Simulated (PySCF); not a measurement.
```yaml
atoms:
  - { symbol: F, position_ang: [-0.9204, 1.6291, -0.9722] }
  - { symbol: C, position_ang: [-1.8129, 0.7187, -0.4877] }
  - { symbol: F, position_ang: [-1.8704, -0.3125, -1.3729] }
  - { symbol: Si, position_ang: [-1.1684, 0.0656, 1.2093] }
  - { symbol: Si, position_ang: [0.8094, -1.0930, 0.7247] }
  - { symbol: Si, position_ang: [2.0089, 0.0650, -0.9271] }
  - { symbol: H, position_ang: [-2.8058, 1.2040, -0.4705] }
  - { symbol: H, position_ang: [-0.9273, 1.2514, 2.0858] }
  - { symbol: H, position_ang: [-2.2312, -0.7906, 1.8181] }
  - { symbol: H, position_ang: [1.6237, -1.2139, 1.9753] }
  - { symbol: H, position_ang: [0.4600, -2.4667, 0.2464] }
  - { symbol: H, position_ang: [3.3347, -0.5954, -1.1375] }
  - { symbol: H, position_ang: [2.2393, 1.4737, -0.4873] }
  - { symbol: H, position_ang: [1.2428, 0.0477, -2.2063] }
```

Geometry: PBE0-D3(BJ)/def2-SVP.

All numbers below come from PBE0/pcSseg-1, SCF density, gas phase, non-relativistic in PySCF 2.14.0.

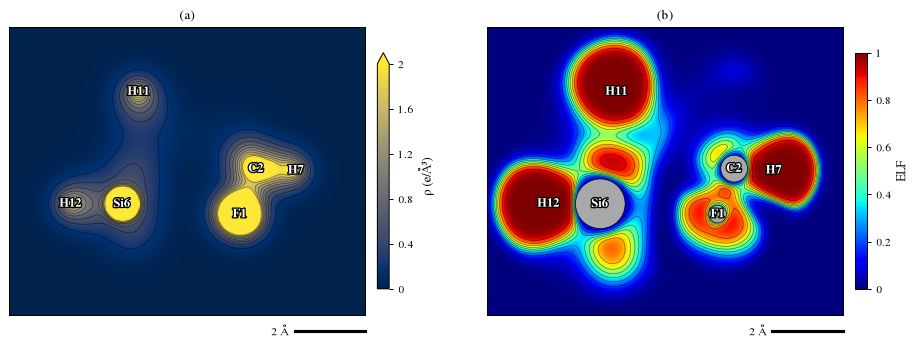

CH$_{8}$F$_{2}$Si$_{3}$ (SMILES FC(F)[SiH2][SiH2][SiH3]). (a) total electron density; (b) ELF on the plane of atoms F1, C2 and H7. Grey discs cover the atomic cores in the ELF map.

### What do the fields say about this system?

- Atoms in the plane: F, C, Si and H.
- C–F (1.36 Å): the density is about 2.2 e/Å³ at the midpoint, with its minimum of 1.7 e/Å³ about 0.5 Å from C; the ELF peaks at about 0.85 between the atoms (a shared but strongly polarised pair).
- C–H (1.11 Å): ρ at the midpoint is about 2.1 e/Å³; the ELF climbs to about 1 towards the hydrogen, as it does in any bond to H: an ordinary covalent bond to hydrogen.
- Si–H (1.50 Å): the density is about 0.76 e/Å³ at the midpoint; the ELF climbs to about 1 towards the hydrogen.
- The ELF also peaks beside F1, away from the bonds: lone-pair regions.
